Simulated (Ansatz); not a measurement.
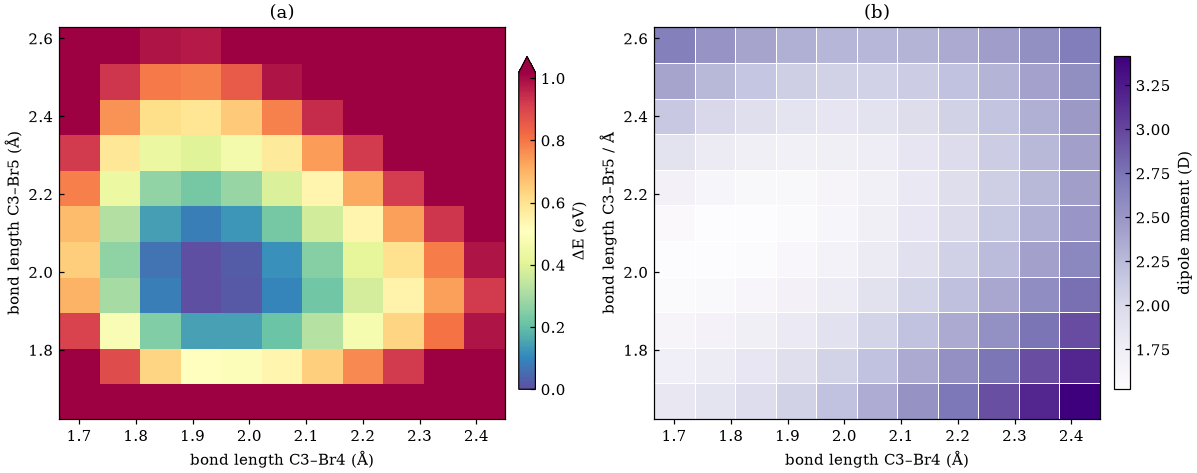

C₂H₂Br₂S, SMILES S=CC(Br)Br. Coordinates scanned: (1) bond length C3–Br4; (2) bond length C3–Br5. Nothing is relaxed (all other coordinates rigid). The scan uses an 11 × 11 grid. Points are written as (first, second). Energies: eV, counted from the lowest grid point. These are results of RKS PBE-D4/def2-SVP (Ansatz 0.2.0), not measurements.

Panel (a) is the energy; panel (b) is the computed dipole moment, in D.

Drawn: one coloured cell a grid point, one colour for all values above the top of the scale.

How does the dipole moment vary over the map, and what is it at the lowest grid point?

Answer. Leaving out the highest fifth of the energies, it runs from 1.52 D at (1.700 Å, 2.034 Å) to 3.18 D at (2.415 Å, 1.760 Å). At the lowest grid point, (1.915 Å, 2.034 Å), it is 1.61 D.

```tsv
bond length C3–Br5 ↓, bond length C3–Br4 →	1.700	1.772	1.843	1.915	1.986	2.058	2.129	2.200	2.272	2.343	2.415
2.583	2.68	2.53	2.41	2.32	2.28	2.27	2.30	2.36	2.45	2.56	2.69
2.491	2.40	2.27	2.16	2.09	2.06	2.07	2.11	2.19	2.30	2.42	2.57
2.400	2.14	2.02	1.93	1.88	1.87	1.90	1.96	2.06	2.18	2.32	2.48
2.308	1.89	1.80	1.74	1.71	1.72	1.78	1.86	1.97	2.11	2.27	2.44
2.217	1.70	1.63	1.60	1.60	1.64	1.72	1.82	1.95	2.10	2.26	2.45
2.126	1.57	1.54	1.54	1.57	1.63	1.72	1.84	1.98	2.14	2.32	2.51
2.034	1.52	1.52	1.55	1.61	1.69	1.79	1.92	2.07	2.24	2.43	2.62
1.943	1.56	1.58	1.63	1.69	1.79	1.91	2.05	2.21	2.39	2.58	2.78
1.852	1.64	1.68	1.73	1.81	1.91	2.04	2.19	2.37	2.56	2.76	2.97
1.760	1.74	1.78	1.85	1.94	2.05	2.20	2.36	2.54	2.75	2.96	3.18
1.669	1.84	1.89	1.96	2.06	2.19	2.35	2.53	2.73	2.95	3.18	3.41
```
